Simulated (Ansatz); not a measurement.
We consider fcc Pd, described by RPBE in Ansatz (plane waves, PAW).

Settings: plane-wave cutoff 520 eV, 24×24×24 k mesh, Fermi–Dirac smearing 0.05 eV, scalar-relativistic PAW data made under PBE.

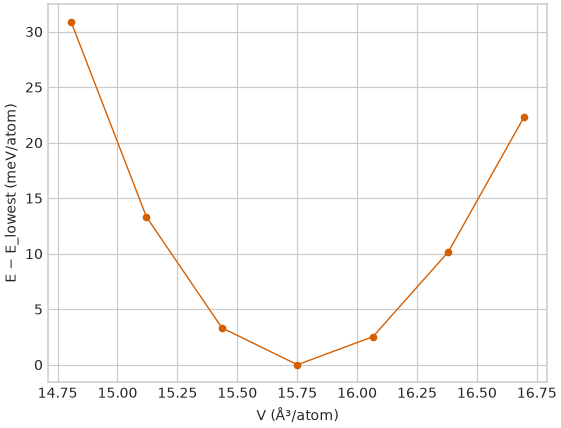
Fig. 1. Total energy against volume

### Question
From the curve, estimate the equilibrium volume and the bulk modulus.

### Answer
V0 ≈ 15.8 Å³/atom and B0 ≈ 150 GPa; the fit gives V0 = 15.765 Å³/atom, B0 = 148 GPa, B′ = 5.6.

Measured, for comparison: bulk modulus 195 GPa (zero-point energy and finite temperature contributions removed, our sources range from 187 to 198; as tabulated in doi:10.1021/acs.jctc.3c00612); equilibrium volume per atom 14.56 Å³/atom (static lattice: zero-point anharmonic expansion removed; as tabulated in Mejia-Rodriguez and Trickey (2018), arXiv:1807.09216). Computed (rounded) less measured: bulk modulus -24 % (-21 % to -25 % over the range), equilibrium volume per atom +8.3 %.

Static lattice: no zero-point or thermal effects.

Ansatz is a first-principles code.
